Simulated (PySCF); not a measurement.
## C₃H₇ClOSi: one change and its effect

System: C₃H₇ClOSi.
Method of the first run: GIAO PBE0/6-31G* NMR shielding, non-relativistic, gas phase (PySCF 2.14.0).

The geometry comes from this level: PBE0-D3(BJ)/def2-SVP. Text and figures count atoms from 1; the logs count them from 0 in places.

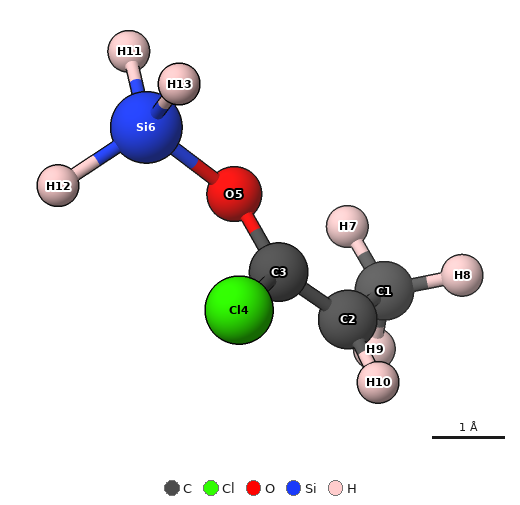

**Figure 1.** The structure (ball-and-stick view, seen at a tilt; atoms are numbered from 1 in the order of the input). Bond lengths as drawn: C–C 1.34 to 1.49 Å, C–Cl 1.75 Å, C–H 1.09 to 1.10 Å, C–O 1.33 Å, H–Si 1.49 Å and O–Si 1.69 Å.

## Input, the first run
```
{"job": {"kind": "nmr", "xc": "PBE0", "basis": "6-31G*", "pop": true}, "charge": 0, "multiplicity": 1}
C     -2.015337    -0.556746    -0.008766
C     -1.254231    -0.831050    -1.261360
C      0.076215    -0.741225    -1.349950
Cl     0.903822    -1.078753    -2.858263
O      0.878627    -0.399366    -0.339694
Si     2.562194    -0.248071    -0.306146
H     -1.341689    -0.276501     0.811927
H     -2.739937     0.261623    -0.154775
H     -2.593744    -1.441069     0.306868
H     -1.793591    -1.121897    -2.164636
H      2.836056     0.158648     1.096663
H      3.220909    -1.549095    -0.607672
H      3.022991     0.805607    -1.252075
```

The first line tells a small driver script what to run in PySCF; the rest is the geometry in Å.

Launched with:
```bash
OMP_NUM_THREADS=1 python <driver script> task.json out
```

Hardware: 1 CPU thread, shared host.

## Output (the first run)
```
coarse grid: 11936 points
cycle   1  E = -942.8838275471  dE =  6.393e-01  |g| = 6.413e-01  |ddm| = 3.364e+00
cycle   2  E = -942.7874129394  dE =  9.641e-02  |g| = 9.496e-01  |ddm| = 1.223e+00
cycle   3  E = -942.9680763669  dE = -1.807e-01  |g| = 6.593e-02  |ddm| = 7.796e-01
cycle   4  E = -942.9691299410  dE = -1.054e-03  |g| = 1.921e-02  |ddm| = 1.011e-01
cycle   5  E = -942.9692231163  dE = -9.318e-05  |g| = 6.616e-03  |ddm| = 2.664e-02
cycle   6  E = -942.9692319313  dE = -8.815e-06  |g| = 2.943e-03  |ddm| = 8.694e-03
final grid: 106112 points
cycle   7  E = -942.9071531783  dE = -9.361e-07  |g| = 1.088e-02  |ddm| = 1.833e-02
cycle   8  E = -942.9071018074  dE =  5.137e-05  |g| = 1.870e-02  |ddm| = 2.497e-02
cycle   9  E = -942.9071786983  dE = -7.689e-05  |g| = 1.599e-03  |ddm| = 1.682e-02
cycle  10  E = -942.9071793480  dE = -6.498e-07  |g| = 2.278e-04  |ddm| = 1.693e-03
cycle  11  E = -942.9071793588  dE = -1.074e-08  |g| = 7.295e-05  |ddm| = 2.893e-04
cycle  12  E = -942.9071793599  dE = -1.156e-09  |g| = 2.290e-05  |ddm| = 7.646e-05
cycle  13  E = -942.9071793600  dE = -1.210e-10  |g| = 6.130e-06  |ddm| = 3.081e-05
converged SCF energy = -942.9071793600

GIAO shielding tensors (ppm)
atom      isotropic    diamagn.    paramagn.     s11        s22        s33       span
  0 C      181.251     250.898     -69.647    167.989    183.199    192.566     24.577
  1 C       97.059     253.531    -156.472     21.047    117.599    152.531    131.484
  2 C       58.172     252.109    -193.937    -20.987     82.941    112.561    133.548
  3 Cl     715.479    1145.584    -430.105    496.606    598.934   1050.895    554.289
  4 O      225.740     399.257    -173.517    162.030    252.674    262.516    100.486
  5 Si     423.773     880.519    -456.746    390.863    398.237    482.220     91.357
  6 H       30.052      32.111      -2.059     25.181     31.495     33.480      8.298
  7 H       30.641      29.890       0.751     26.493     28.241     37.190     10.697
  8 H       30.640      29.302       1.338     26.493     28.239     37.188     10.695
  9 H       27.569      28.616      -1.047     23.499     27.575     31.635      8.136
 10 H       26.988      29.568      -2.581     23.660     25.567     31.736      8.075
 11 H       26.696      27.923      -1.227     23.263     25.289     31.535      8.272
 12 H       26.693      28.400      -1.707     23.258     25.296     31.524      8.267
```

The input of the second run differs as follows (lines with − go, lines with + come):
```diff
-"basis": "6-31G*"
+"basis": "def2-SVP"
```

What does this change do to the results?

The total energy of the second run is 208.4 kcal/mol higher, which measures the change of basis and not a stability. The HOMO goes from −6.34 to −6.46 eV. The LUMO goes from 0.31 to 0.47 eV. The dipole moment goes from 0.81 to 0.62 D. Of all shieldings, the largest change is that of Si6, by +22.5 ppm. The SCF takes 12 iterations against 13. The basis functions go from 106 to 127.

## Output (the second run)
```
coarse grid: 11936 points
cycle   1  E = -942.3780783727  dE =  5.860e-01  |g| = 6.333e-01  |ddm| = 3.700e+00
cycle   2  E = -942.2810755923  dE =  9.700e-02  |g| = 9.446e-01  |ddm| = 1.455e+00
cycle   3  E = -942.4601144469  dE = -1.790e-01  |g| = 6.054e-02  |ddm| = 9.381e-01
cycle   4  E = -942.4609493704  dE = -8.349e-04  |g| = 1.815e-02  |ddm| = 9.993e-02
cycle   5  E = -942.4610280267  dE = -7.866e-05  |g| = 5.673e-03  |ddm| = 2.686e-02
cycle   6  E = -942.4610340653  dE = -6.039e-06  |g| = 2.867e-03  |ddm| = 8.483e-03
final grid: 106112 points
cycle   7  E = -942.5750833954  dE = -1.493e-06  |g| = 1.157e-02  |ddm| = 2.294e-02
cycle   8  E = -942.5750249228  dE =  5.847e-05  |g| = 2.004e-02  |ddm| = 2.893e-02
cycle   9  E = -942.5751114426  dE = -8.652e-05  |g| = 1.613e-03  |ddm| = 1.980e-02
cycle  10  E = -942.5751121082  dE = -6.655e-07  |g| = 2.434e-04  |ddm| = 1.844e-03
cycle  11  E = -942.5751121204  dE = -1.219e-08  |g| = 6.813e-05  |ddm| = 3.074e-04
cycle  12  E = -942.5751121214  dE = -9.989e-10  |g| = 2.351e-05  |ddm| = 7.878e-05
converged SCF energy = -942.5751121214

GIAO shielding tensors (ppm)
atom      isotropic    diamagn.    paramagn.     s11        s22        s33       span
  0 C      181.861     247.911     -66.050    168.737    183.985    192.860     24.123
  1 C       95.153     252.830    -157.677     14.798    115.337    155.325    140.527
  2 C       52.618     254.159    -201.541    -31.787     81.610    108.031    139.819
  3 Cl     732.137    1144.917    -412.780    529.051    612.385   1054.974    525.923
  4 O      229.161     396.785    -167.624    163.975    260.679    262.830     98.855
  5 Si     446.246     879.417    -433.171    415.242    416.465    507.032     91.790
  6 H       29.374      33.161      -3.787     24.406     30.702     33.014      8.608
  7 H       30.000      29.157       0.843     25.618     27.426     36.956     11.338
  8 H       29.999      28.003       1.995     25.618     27.424     36.954     11.336
  9 H       26.957      29.381      -2.424     22.838     26.684     31.349      8.510
 10 H       26.679      29.516      -2.838     23.420     25.181     31.435      8.014
 11 H       26.414      27.958      -1.543     23.059     25.055     31.130      8.071
 12 H       26.411      28.560      -2.149     23.052     25.064     31.117      8.065
```

## The two runs side by side

```csv
quantity,the first run,the second run
outcome,converged,converged
total energy (hartree),−942.907179,−942.575112
HOMO (eV),−6.34,−6.46
LUMO (eV),0.31,0.47
dipole moment (D),0.81,0.62
shielding of C2 (ppm),97.1,95.2
shielding of C3 (ppm),58.2,52.6
shielding of Cl4 (ppm),715.5,732.1
shielding of O5 (ppm),225.7,229.2
shielding of Si6 (ppm),423.8,446.2
shielding of H7 (ppm),30.1,29.4
shielding of H9 (ppm),30.6,30.0
SCF iterations,13,12
basis functions,106,127
wall time (shared host),19 s,20 s
```
